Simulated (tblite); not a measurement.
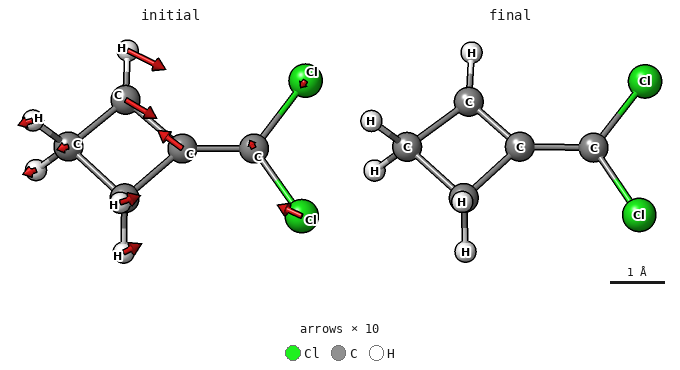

The structure of C5H5Cl2 (multiplicity 2) before (left) and after (right) a relaxation, at one scale. The red arrows give the displacements, 10 times their true length.

Style: ball-and-stick. Shown at a tilt.

These are results of GFN2-xTB geometry optimisation, gas phase (tblite), not measurements. 

**What changed between the two?**

After 18 geometry steps the energy has fallen by 0.344 eV. The atom that moves furthest after the best rigid fit is an H atom (0.085 Å). By element the largest moves are H 0.085 Å, C 0.072 Å, Cl 0.056 Å. Among the contacts that change: C–C 1.506 → 1.378 Å, C–C 1.452 → 1.494 Å, C–C 1.332 → 1.371 Å, C–Cl 1.739 → 1.713 Å. Among the angles between lasting bonds that change: C–C–C 90.6° → 87.0°, C–C–C 90.1° → 92.8°, C–C–C 134.1° → 131.5°. The run took 0.1 s on 1 thread of Arm Neoverse V2, with other jobs on the host.
